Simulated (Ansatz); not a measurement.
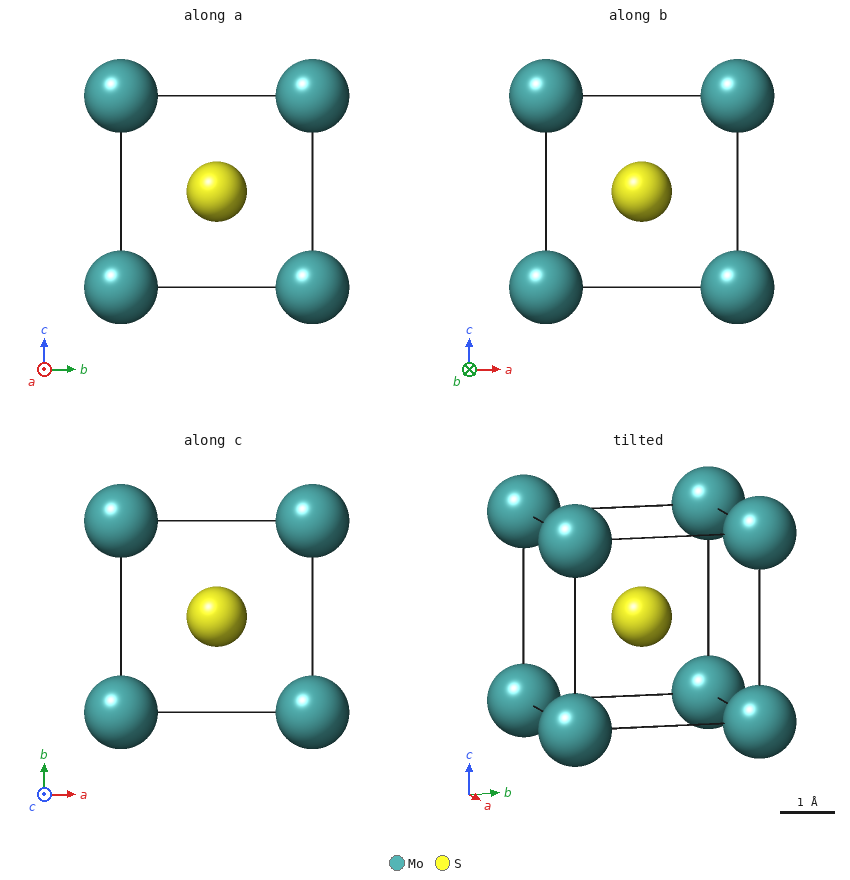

Structure drawing (spheres-only), viewed along the a axis, along the b axis, along the c axis and slightly off an axis. The lines enclose the conventional unit cell; boundary atoms appear with their images.

Lattice parameters: a = 3.5853 Å, b = 3.5853 Å, c = 3.5853 Å, α = 90.000°, β = 90.000°, γ = 90.000°.

> Reconstruct the structure as a CIF in P1 with every atom of the cell.

```cif
data_structure
_symmetry_space_group_name_H-M 'P 1'
_symmetry_Int_Tables_number 1
_cell_length_a 3.5853
_cell_length_b 3.5853
_cell_length_c 3.5853
_cell_angle_alpha 90.000
_cell_angle_beta 90.000
_cell_angle_gamma 90.000
_cell_volume 46.09
loop_
_atom_site_label
_atom_site_type_symbol
_atom_site_fract_x
_atom_site_fract_y
_atom_site_fract_z
_atom_site_occupancy
Mo1 Mo 0.0000 0.0000 0.0000 1
S1 S 0.5000 0.5000 0.5000 1
```

Its origin is a structure type filled with these elements by a generator (whether the compound takes this form wasn't checked). Earlier steps of the study, as a rule a relaxation of our own, may have changed the cell and positions, so they can lie some per cent off the listed ones. It was set up as input for a calculation with Ansatz.
